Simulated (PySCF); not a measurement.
**C$_{11}$H$_{10}$ (SMILES Cc1ccc2ccccc2c1): density, localisation and related maps**

Input

```
{"job": {"kind": "nmr", "xc": "PBE0", "basis": "pcSseg-1"}, "charge": 0, "multiplicity": 1}
C     -3.261684    -0.530808    -0.702714
C     -1.872338    -0.098652    -0.339023
C     -1.641862     1.226366     0.123793
C     -0.383595     1.653416     0.468162
C      0.734156     0.784062     0.372939
C      2.047356     1.190254     0.720074
C      3.105165     0.316871     0.614093
C      2.893765    -1.003488     0.154833
C      1.630411    -1.425477    -0.189682
C      0.519137    -0.549381    -0.090992
C     -0.796079    -0.954263    -0.437500
H     -3.282174    -1.569601    -1.060341
H     -3.682698     0.109870    -1.494186
H     -3.939565    -0.456948     0.163215
H     -2.489048     1.913356     0.204766
H     -0.226074     2.675824     0.822023
H      2.205612     2.212366     1.074517
H      4.112834     0.641149     0.884472
H      3.740319    -1.689528     0.073903
H      1.465446    -2.446142    -0.545032
H     -0.947976    -1.978251    -0.791526
```

Launched as:

```sh
OMP_NUM_THREADS=2 python probes_run.py task.json out
```

Geometry: PBE0-D3(BJ)/def2-SVP.

Theory: PBE0/pcSseg-1, SCF density, gas phase, non-relativistic (PySCF 2.14.0).

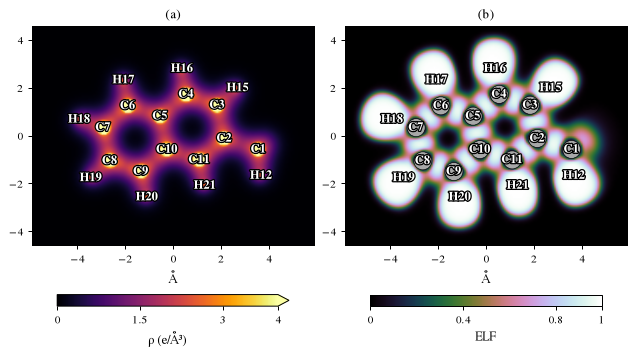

Figure 1. (a) total electron density; (b) ELF on the plane of atoms C1, C2 and C3. Grey discs cover the atomic cores in the ELF map.

### Read the bonding off the picture.

- The section cuts through C and H sites.
- C–C (1.37 Å): ρ is about 2.1 e/Å³ halfway; the ELF peaks at about 0.95 between the atoms: localised, covalent bonding.
- C–H (1.09 Å): ρ at the midpoint is about 2 e/Å³; the ELF climbs to about 1 towards the hydrogen, as it does in any bond to H (a covalent bond by its length).
- C–C (1.41 Å): the density is about 2 e/Å³ at the midpoint; the ELF peaks at about 0.95 between the atoms; localised, covalent bonding.
- C–C (1.50 Å): ρ is about 1.7 e/Å³ halfway; the ELF peaks at about 0.95 between the atoms: a shared electron pair.

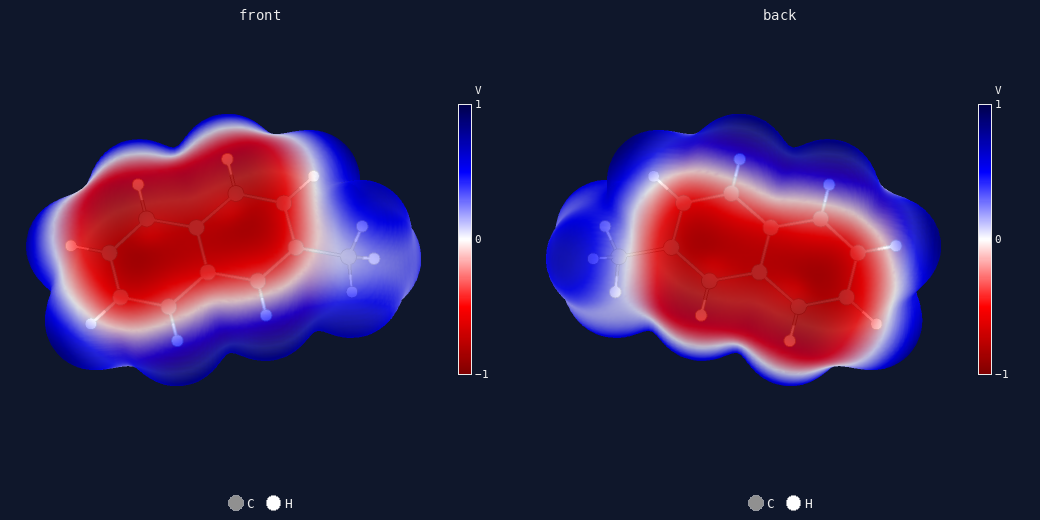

Figure 2. The electrostatic potential painted on the density surface at 0.002 e/bohr³, seen from the front and from behind; red is negative and blue positive.

### Which sites attract a positive test charge, and which a negative one?

A positive charge is drawn to the negative regions and a negative charge to the positive ones. The most negative region (about −0.8 V) lies over the π face of the C atoms, the most positive (about +0.9 V) over the H atoms.

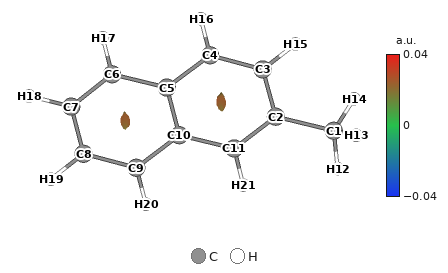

Figure 3. Non-covalent interaction (NCI) plot: the surface where the reduced density gradient is 0.4, for densities under 0.05 a.u., coloured by sign(λ₂)ρ; seen at a tilt.

### What holds or crowds the atoms apart from the covalent bonds?

- Inside the ring or cage of C2, C3, C4, C5, C10 and C11: steric crowding (red)
- Inside the ring or cage of C5, C6, C7, C8, C9 and C10: steric crowding (red)
